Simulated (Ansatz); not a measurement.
CH4F4Si: molecular dynamics (part 1 of 4)

CH4F4Si, computed with UKS PBE0-D4/STO-3G (Ansatz 0.2.0).

It belongs to a series of runs on one base structure; here: dynamics from the start.

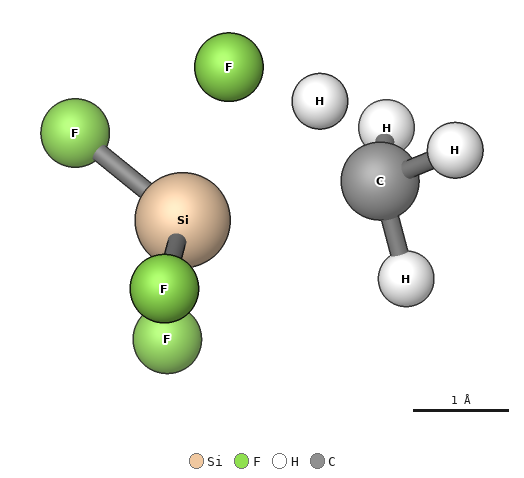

Fig. 1: The input geometry (ball-and-stick view, seen at a tilt).

**Results in brief**

```tsv
quantity	value
outcome	finished
mean temperature over the second half	1452 K
trajectory	150 steps, 75 fs
ensemble	nve
temperature in the input	600.0 K
time step	0.5 fs
potential energy (last step)	−19571.9530 eV
mean-field energy (last step)	−19571.8014 eV
largest force (length of the vector) (last step)	10.033 eV/Å
hardware	1 thread of Arm Neoverse V1, 24 GiB of memory available, shared host
wall time	9 min
peak memory	0.15 GiB
```

**Remarks**

So short a trajectory is not equilibrated.

**Input**
```yaml
crystal:
  periodic: [false, false, false]
  atoms:
    - { symbol: Si, position_ang: [-0.6119, 0.3854, -0.7589] }
    - { symbol: F, position_ang: [1.3498, 0.7086, -0.9818] }
    - { symbol: F, position_ang: [-0.5199, -0.304, -2.1757] }
    - { symbol: F, position_ang: [-2.112, -0.0339, -0.3894] }
    - { symbol: F, position_ang: [-0.7267, 1.9543, -0.621] }
    - { symbol: H, position_ang: [1.1613, 0.0917, 0.0332] }
    - { symbol: C, position_ang: [0.3325, -0.5581, 0.9526] }
    - { symbol: H, position_ang: [-0.5099, -0.4393, 1.6302] }
    - { symbol: H, position_ang: [1.1793, -0.1839, 1.5406] }
    - { symbol: H, position_ang: [0.4575, -1.6207, 0.7701] }
magnetization:
  spin_polarized: true
basis:
  gaussian: { orbitals: STO-3G }
hamiltonian:
  xc: pbe0
  dispersion: d4
md:
  timestep: 0.5
  n_steps: 150
  ensemble: nve
  temperature: 600.0
  initial_velocities: maxwell_boltzmann
  seed: 489735
```

Launched with:
```bash
ansatz run input.yaml --threads 1 --pin off --max-ram 2048MiB --backend cpu --events-out ev --progress --plain --runs-dir out
```

**Output**
```
Engine: ansatz 0.2.0, aarch64-unknown-linux-gnu
Functional definition: PBE0
  parameter a = 0.25
  parameter kappa = 0.804
  parameter beta = 0.06672455060314922
  exchange = (1 - a)*pbe_x(kappa = kappa, mu = beta*pi^2/3) + a*exact_x
  correlation = pbe_c(beta = beta)
564 factors; integrals over basis functions are off by at most 9.8e-6 eV
mean field evaluation 1: about -19567.1114 eV, gradient 2.2e1 eV
mean field evaluation 2: about -19567.7416 eV, gradient 2.2e1 eV
mean field evaluation 4: about -19570.9494 eV, gradient 4.7e-1 eV
mean field evaluation 8: about -19570.9607 eV, gradient 5.2e-3 eV
mean field -19570.96067165 eV, -719.2195390097 hartree, gradient 4.3e-6 eV, S^2 0.000000; 0 other end points of the search recorded, 0 dependent functions left out
the calculation of the forces begins
reference -19570.96068471 eV, -719.2195394894 hartree; 30, 30 occupied and 8, 8 virtual orbitals, 564 factors
md step     0: t =     0.00 fs  T =   600.0 K  F+E_penalty+E_count = -19571.11178468 eV  E_kin = 0.620448 eV  conserved = -19570.49133669 eV  (24 SCF iters)
these checks for a lower state are left out or cut short: starts, cluster_reference, orbital_swaps, neighbouring_geometries, increment
564 factors; integrals over basis functions are off by at most 1.0e-5 eV
mean field evaluation 16: about -19570.9698 eV, gradient 2.8e-3 eV
mean field -19570.98013390 eV, -719.2202542342 hartree, gradient 1.7e-5 eV, S^2 0.000000; 0 other end points of the search recorded, 0 dependent functions left out
the calculation of the forces begins
reference -19570.98014695 eV, -719.2202547136 hartree; 30, 30 occupied and 8, 8 virtual orbitals, 564 factors
md step     1: t =     0.50 fs  T =   618.7 K  F+E_penalty+E_count = -19571.13121172 eV  E_kin = 0.639827 eV  conserved = -19570.49138452 eV  (27 SCF iters, 3 dispersion substeps)
[... from here on the SCF iterations and repeated set-up lines of each step are left out, up to the last step ...]
md step     2: t =     1.00 fs  T =   646.1 K  F+E_penalty+E_count = -19571.15856657 eV  E_kin = 0.668071 eV  conserved = -19570.49049549 eV  (27 SCF iters, 3 dispersion substeps)
md step     3: t =     1.50 fs  T =   694.9 K  F+E_penalty+E_count = -19571.20811864 eV  E_kin = 0.718580 eV  conserved = -19570.48953885 eV  (27 SCF iters, 3 dispersion substeps)
md step     4: t =     2.00 fs  T =   777.6 K  F+E_penalty+E_count = -19571.29421006 eV  E_kin = 0.804127 eV  conserved = -19570.49008282 eV  (27 SCF iters, 3 dispersion substeps)
md step     5: t =     2.50 fs  T =   885.5 K  F+E_penalty+E_count = -19571.40886372 eV  E_kin = 0.915727 eV  conserved = -19570.49313640 eV  (27 SCF iters, 3 dispersion substeps)
md step     6: t =     3.00 fs  T =   977.8 K  F+E_penalty+E_count = -19571.50882534 eV  E_kin = 1.011084 eV  conserved = -19570.49774166 eV  (27 SCF iters, 3 dispersion substeps)
md step     7: t =     3.50 fs  T =   997.6 K  F+E_penalty+E_count = -19571.53215907 eV  E_kin = 1.031629 eV  conserved = -19570.50053011 eV  (27 SCF iters, 3 dispersion substeps)
md step     8: t =     4.00 fs  T =   920.2 K  F+E_penalty+E_count = -19571.44900845 eV  E_kin = 0.951592 eV  conserved = -19570.49741634 eV  (27 SCF iters, 3 dispersion substeps)
md step     9: t =     4.50 fs  T =   799.8 K  F+E_penalty+E_count = -19571.31611498 eV  E_kin = 0.827098 eV  conserved = -19570.48901739 eV  (26 SCF iters, 3 dispersion substeps)
md step    10: t =     5.00 fs  T =   748.2 K  F+E_penalty+E_count = -19571.25793254 eV  E_kin = 0.773706 eV  conserved = -19570.48422650 eV  (26 SCF iters, 3 dispersion substeps)
md step    11: t =     5.50 fs  T =   824.2 K  F+E_penalty+E_count = -19571.34146901 eV  E_kin = 0.852322 eV  conserved = -19570.48914659 eV  (27 SCF iters, 3 dispersion substeps)
md step    12: t =     6.00 fs  T =   967.0 K  F+E_penalty+E_count = -19571.49685788 eV  E_kin = 0.999959 eV  conserved = -19570.49689880 eV  (26 SCF iters, 3 dispersion substeps)
md step    13: t =     6.50 fs  T =  1071.6 K  F+E_penalty+E_count = -19571.60763170 eV  E_kin = 1.108073 eV  conserved = -19570.49955873 eV  (26 SCF iters, 3 dispersion substeps)
md step    14: t =     7.00 fs  T =  1089.1 K  F+E_penalty+E_count = -19571.62359759 eV  E_kin = 1.126258 eV  conserved = -19570.49734004 eV  (26 SCF iters, 3 dispersion substeps)
md step    15: t =     7.50 fs  T =  1038.3 K  F+E_penalty+E_count = -19571.56747120 eV  E_kin = 1.073653 eV  conserved = -19570.49381808 eV  (26 SCF iters, 3 dispersion substeps)
md step    16: t =     8.00 fs  T =   962.8 K  F+E_penalty+E_count = -19571.48683053 eV  E_kin = 0.995597 eV  conserved = -19570.49123365 eV  (27 SCF iters, 3 dispersion substeps)
md step    17: t =     8.50 fs  T =   898.7 K  F+E_penalty+E_count = -19571.41935981 eV  E_kin = 0.929286 eV  conserved = -19570.49007411 eV  (27 SCF iters, 3 dispersion substeps)
md step    18: t =     9.00 fs  T =   863.7 K  F+E_penalty+E_count = -19571.38312168 eV  E_kin = 0.893148 eV  conserved = -19570.48997369 eV  (25 SCF iters, 3 dispersion substeps)
md step    19: t =     9.50 fs  T =   861.2 K  F+E_penalty+E_count = -19571.38082652 eV  E_kin = 0.890534 eV  conserved = -19570.49029268 eV  (27 SCF iters, 3 dispersion substeps)
md step    20: t =    10.00 fs  T =   888.5 K  F+E_penalty+E_count = -19571.40918609 eV  E_kin = 0.918759 eV  conserved = -19570.49042663 eV  (27 SCF iters, 3 dispersion substeps)
md step    21: t =    10.50 fs  T =   945.4 K  F+E_penalty+E_count = -19571.46782448 eV  E_kin = 0.977657 eV  conserved = -19570.49016753 eV  (27 SCF iters, 3 dispersion substeps)
md step    22: t =    11.00 fs  T =  1036.3 K  F+E_penalty+E_count = -19571.56176778 eV  E_kin = 1.071603 eV  conserved = -19570.49016440 eV  (26 SCF iters, 3 dispersion substeps)
md step    23: t =    11.50 fs  T =  1159.8 K  F+E_penalty+E_count = -19571.69125344 eV  E_kin = 1.199282 eV  conserved = -19570.49197128 eV  (27 SCF iters, 3 dispersion substeps)
md step    24: t =    12.00 fs  T =  1289.2 K  F+E_penalty+E_count = -19571.82988535 eV  E_kin = 1.333092 eV  conserved = -19570.49679302 eV  (26 SCF iters, 3 dispersion substeps)
md step    25: t =    12.50 fs  T =  1362.0 K  F+E_penalty+E_count = -19571.91114262 eV  E_kin = 1.408427 eV  conserved = -19570.50271573 eV  (26 SCF iters, 3 dispersion substeps)
md step    26: t =    13.00 fs  T =  1314.2 K  F+E_penalty+E_count = -19571.86205909 eV  E_kin = 1.359029 eV  conserved = -19570.50303023 eV  (26 SCF iters, 3 dispersion substeps)
md step    27: t =    13.50 fs  T =  1166.4 K  F+E_penalty+E_count = -19571.69872065 eV  E_kin = 1.206133 eV  conserved = -19570.49258792 eV  (26 SCF iters, 3 dispersion substeps)
md step    28: t =    14.00 fs  T =  1063.4 K  F+E_penalty+E_count = -19571.58148025 eV  E_kin = 1.099656 eV  conserved = -19570.48182428 eV  (26 SCF iters, 3 dispersion substeps)
md step    29: t =    14.50 fs  T =  1133.2 K  F+E_penalty+E_count = -19571.65889811 eV  E_kin = 1.171844 eV  conserved = -19570.48705426 eV  (26 SCF iters, 3 dispersion substeps)
md step    30: t =    15.00 fs  T =  1313.0 K  F+E_penalty+E_count = -19571.85784494 eV  E_kin = 1.357734 eV  conserved = -19570.50011048 eV  (26 SCF iters, 3 dispersion substeps)
md step    31: t =    15.50 fs  T =  1432.9 K  F+E_penalty+E_count = -19571.98645886 eV  E_kin = 1.481780 eV  conserved = -19570.50467853 eV  (26 SCF iters, 3 dispersion substeps)
md step    32: t =    16.00 fs  T =  1410.2 K  F+E_penalty+E_count = -19571.95867911 eV  E_kin = 1.458216 eV  conserved = -19570.50046345 eV  (26 SCF iters, 3 dispersion substeps)
md step    33: t =    16.50 fs  T =  1281.4 K  F+E_penalty+E_count = -19571.81925849 eV  E_kin = 1.325083 eV  conserved = -19570.49417552 eV  (26 SCF iters, 3 dispersion substeps)
md step    34: t =    17.00 fs  T =  1126.6 K  F+E_penalty+E_count = -19571.65465043 eV  E_kin = 1.165001 eV  conserved = -19570.48964916 eV  (27 SCF iters, 3 dispersion substeps)
md step    35: t =    17.50 fs  T =  1010.2 K  F+E_penalty+E_count = -19571.53213165 eV  E_kin = 1.044599 eV  conserved = -19570.48753302 eV  (27 SCF iters, 3 dispersion substeps)
md step    36: t =    18.00 fs  T =   964.7 K  F+E_penalty+E_count = -19571.48488523 eV  E_kin = 0.997580 eV  conserved = -19570.48730548 eV  (27 SCF iters, 3 dispersion substeps)
md step    37: t =    18.50 fs  T =   995.1 K  F+E_penalty+E_count = -19571.51733056 eV  E_kin = 1.029001 eV  conserved = -19570.48832906 eV  (25 SCF iters, 3 dispersion substeps)
md step    38: t =    19.00 fs  T =  1087.1 K  F+E_penalty+E_count = -19571.61423461 eV  E_kin = 1.124114 eV  conserved = -19570.49012028 eV  (27 SCF iters, 3 dispersion substeps)
md step    39: t =    19.50 fs  T =  1214.5 K  F+E_penalty+E_count = -19571.74830981 eV  E_kin = 1.255906 eV  conserved = -19570.49240348 eV  (27 SCF iters, 3 dispersion substeps)
md step    40: t =    20.00 fs  T =  1343.9 K  F+E_penalty+E_count = -19571.88489564 eV  E_kin = 1.389707 eV  conserved = -19570.49518819 eV  (27 SCF iters, 3 dispersion substeps)
md step    41: t =    20.50 fs  T =  1435.2 K  F+E_penalty+E_count = -19571.98281676 eV  E_kin = 1.484109 eV  conserved = -19570.49870813 eV  (28 SCF iters, 3 dispersion substeps)
md step    42: t =    21.00 fs  T =  1442.1 K  F+E_penalty+E_count = -19571.99361365 eV  E_kin = 1.491196 eV  conserved = -19570.50241802 eV  (26 SCF iters, 3 dispersion substeps)
md step    43: t =    21.50 fs  T =  1326.9 K  F+E_penalty+E_count = -19571.87489673 eV  E_kin = 1.372123 eV  conserved = -19570.50277353 eV  (26 SCF iters, 3 dispersion substeps)
md step    44: t =    22.00 fs  T =  1112.7 K  F+E_penalty+E_count = -19571.64495931 eV  E_kin = 1.150617 eV  conserved = -19570.49434197 eV  (26 SCF iters, 3 dispersion substeps)
md step    45: t =    22.50 fs  T =   934.2 K  F+E_penalty+E_count = -19571.44755143 eV  E_kin = 0.966027 eV  conserved = -19570.48152491 eV  (26 SCF iters, 3 dispersion substeps)
md step    46: t =    23.00 fs  T =   953.5 K  F+E_penalty+E_count = -19571.46807052 eV  E_kin = 0.985946 eV  conserved = -19570.48212480 eV  (26 SCF iters, 3 dispersion substeps)
md step    47: t =    23.50 fs  T =  1158.8 K  F+E_penalty+E_count = -19571.69515123 eV  E_kin = 1.198282 eV  conserved = -19570.49686921 eV  (26 SCF iters, 3 dispersion substeps)
md step    48: t =    24.00 fs  T =  1360.8 K  F+E_penalty+E_count = -19571.91378759 eV  E_kin = 1.407213 eV  conserved = -19570.50657471 eV  (26 SCF iters, 3 dispersion substeps)
md step    49: t =    24.50 fs  T =  1408.9 K  F+E_penalty+E_count = -19571.96167889 eV  E_kin = 1.456877 eV  conserved = -19570.50480177 eV  (26 SCF iters, 3 dispersion substeps)
md step    50: t =    25.00 fs  T =  1298.2 K  F+E_penalty+E_count = -19571.84042316 eV  E_kin = 1.342486 eV  conserved = -19570.49793680 eV  (26 SCF iters, 3 dispersion substeps)
md step    51: t =    25.50 fs  T =  1109.7 K  F+E_penalty+E_count = -19571.63920268 eV  E_kin = 1.147565 eV  conserved = -19570.49163776 eV  (28 SCF iters, 3 dispersion substeps)
md step    52: t =    26.00 fs  T =   930.2 K  F+E_penalty+E_count = -19571.44962180 eV  E_kin = 0.961946 eV  conserved = -19570.48767567 eV  (26 SCF iters, 3 dispersion substeps)
md step    53: t =    26.50 fs  T =   818.9 K  F+E_penalty+E_count = -19571.33271850 eV  E_kin = 0.846837 eV  conserved = -19570.48588174 eV  (28 SCF iters, 3 dispersion substeps)
md step    54: t =    27.00 fs  T =   804.1 K  F+E_penalty+E_count = -19571.31725573 eV  E_kin = 0.831545 eV  conserved = -19570.48571078 eV  (28 SCF iters, 3 dispersion substeps)
md step    55: t =    27.50 fs  T =   889.2 K  F+E_penalty+E_count = -19571.40631768 eV  E_kin = 0.919508 eV  conserved = -19570.48680986 eV  (27 SCF iters, 3 dispersion substeps)
md step    56: t =    28.00 fs  T =  1057.4 K  F+E_penalty+E_count = -19571.58251532 eV  E_kin = 1.093420 eV  conserved = -19570.48909531 eV  (26 SCF iters, 3 dispersion substeps)
md step    57: t =    28.50 fs  T =  1273.5 K  F+E_penalty+E_count = -19571.80958801 eV  E_kin = 1.316859 eV  conserved = -19570.49272923 eV  (26 SCF iters, 3 dispersion substeps)
md step    58: t =    29.00 fs  T =  1483.0 K  F+E_penalty+E_count = -19572.03134701 eV  E_kin = 1.533525 eV  conserved = -19570.49782162 eV  (26 SCF iters, 3 dispersion substeps)
md step    59: t =    29.50 fs  T =  1614.4 K  F+E_penalty+E_count = -19572.17299473 eV  E_kin = 1.669420 eV  conserved = -19570.50357447 eV  (26 SCF iters, 3 dispersion substeps)
md step    60: t =    30.00 fs  T =  1597.4 K  F+E_penalty+E_count = -19572.15840430 eV  E_kin = 1.651865 eV  conserved = -19570.50653890 eV  (26 SCF iters, 3 dispersion substeps)
md step    61: t =    30.50 fs  T =  1417.3 K  F+E_penalty+E_count = -19571.96603388 eV  E_kin = 1.465566 eV  conserved = -19570.50046777 eV  (25 SCF iters, 3 dispersion substeps)
md step    62: t =    31.00 fs  T =  1187.5 K  F+E_penalty+E_count = -19571.71291718 eV  E_kin = 1.227956 eV  conserved = -19570.48496114 eV  (26 SCF iters, 3 dispersion substeps)
md step    63: t =    31.50 fs  T =  1120.8 K  F+E_penalty+E_count = -19571.63573381 eV  E_kin = 1.158987 eV  conserved = -19570.47674688 eV  (26 SCF iters, 3 dispersion substeps)
md step    64: t =    32.00 fs  T =  1317.0 K  F+E_penalty+E_count = -19571.85025117 eV  E_kin = 1.361899 eV  conserved = -19570.48835182 eV  (26 SCF iters, 3 dispersion substeps)
md step    65: t =    32.50 fs  T =  1630.7 K  F+E_penalty+E_count = -19572.19010218 eV  E_kin = 1.686252 eV  conserved = -19570.50385016 eV  (25 SCF iters, 3 dispersion substeps)
md step    66: t =    33.00 fs  T =  1843.8 K  F+E_penalty+E_count = -19572.41476826 eV  E_kin = 1.906621 eV  conserved = -19570.50814764 eV  (26 SCF iters, 3 dispersion substeps)
md step    67: t =    33.50 fs  T =  1865.4 K  F+E_penalty+E_count = -19572.43253848 eV  E_kin = 1.928945 eV  conserved = -19570.50359316 eV  (26 SCF iters, 3 dispersion substeps)
md step    68: t =    34.00 fs  T =  1734.6 K  F+E_penalty+E_count = -19572.29062419 eV  E_kin = 1.793739 eV  conserved = -19570.49688515 eV  (26 SCF iters, 3 dispersion substeps)
md step    69: t =    34.50 fs  T =  1537.9 K  F+E_penalty+E_count = -19572.08176579 eV  E_kin = 1.590331 eV  conserved = -19570.49143472 eV  (26 SCF iters, 3 dispersion substeps)
md step    70: t =    35.00 fs  T =  1353.6 K  F+E_penalty+E_count = -19571.88767902 eV  E_kin = 1.399690 eV  conserved = -19570.48798864 eV  (26 SCF iters, 3 dispersion substeps)
md step    71: t =    35.50 fs  T =  1234.0 K  F+E_penalty+E_count = -19571.76237256 eV  E_kin = 1.276025 eV  conserved = -19570.48634781 eV  (27 SCF iters, 3 dispersion substeps)
md step    72: t =    36.00 fs  T =  1205.1 K  F+E_penalty+E_count = -19571.73232939 eV  E_kin = 1.246147 eV  conserved = -19570.48618252 eV  (27 SCF iters, 3 dispersion substeps)
md step    73: t =    36.50 fs  T =  1269.7 K  F+E_penalty+E_count = -19571.80037212 eV  E_kin = 1.313015 eV  conserved = -19570.48735668 eV  (27 SCF iters, 3 dispersion substeps)
md step    74: t =    37.00 fs  T =  1409.5 K  F+E_penalty+E_count = -19571.94754158 eV  E_kin = 1.457485 eV  conserved = -19570.49005664 eV  (27 SCF iters, 3 dispersion substeps)
md step    75: t =    37.50 fs  T =  1582.4 K  F+E_penalty+E_count = -19572.13097026 eV  E_kin = 1.636294 eV  conserved = -19570.49467599 eV  (26 SCF iters, 3 dispersion substeps)
md step    76: t =    38.00 fs  T =  1720.6 K  F+E_penalty+E_count = -19572.28029060 eV  E_kin = 1.779210 eV  conserved = -19570.50108070 eV  (23 SCF iters, 3 dispersion substeps)
md step    77: t =    38.50 fs  T =  1738.7 K  F+E_penalty+E_count = -19572.30471663 eV  E_kin = 1.797942 eV  conserved = -19570.50677498 eV  (26 SCF iters, 3 dispersion substeps)
md step    78: t =    39.00 fs  T =  1577.4 K  F+E_penalty+E_count = -19572.13659444 eV  E_kin = 1.631168 eV  conserved = -19570.50542610 eV  (25 SCF iters, 3 dispersion substeps)
md step    79: t =    39.50 fs  T =  1286.6 K  F+E_penalty+E_count = -19571.82285283 eV  E_kin = 1.330418 eV  conserved = -19570.49243532 eV  (25 SCF iters, 3 dispersion substeps)
md step    80: t =    40.00 fs  T =  1055.8 K  F+E_penalty+E_count = -19571.57068682 eV  E_kin = 1.091784 eV  conserved = -19570.47890279 eV  (25 SCF iters, 3 dispersion substeps)
md step    81: t =    40.50 fs  T =  1057.0 K  F+E_penalty+E_count = -19571.57578294 eV  E_kin = 1.092979 eV  conserved = -19570.48280433 eV  (25 SCF iters, 3 dispersion substeps)
md step    82: t =    41.00 fs  T =  1245.9 K  F+E_penalty+E_count = -19571.78529923 eV  E_kin = 1.288321 eV  conserved = -19570.49697809 eV  (25 SCF iters, 3 dispersion substeps)
md step    83: t =    41.50 fs  T =  1434.7 K  F+E_penalty+E_count = -19571.98777213 eV  E_kin = 1.483619 eV  conserved = -19570.50415361 eV  (25 SCF iters, 3 dispersion substeps)
md step    84: t =    42.00 fs  T =  1499.8 K  F+E_penalty+E_count = -19572.05349351 eV  E_kin = 1.550886 eV  conserved = -19570.50260748 eV  (25 SCF iters, 3 dispersion substeps)
```
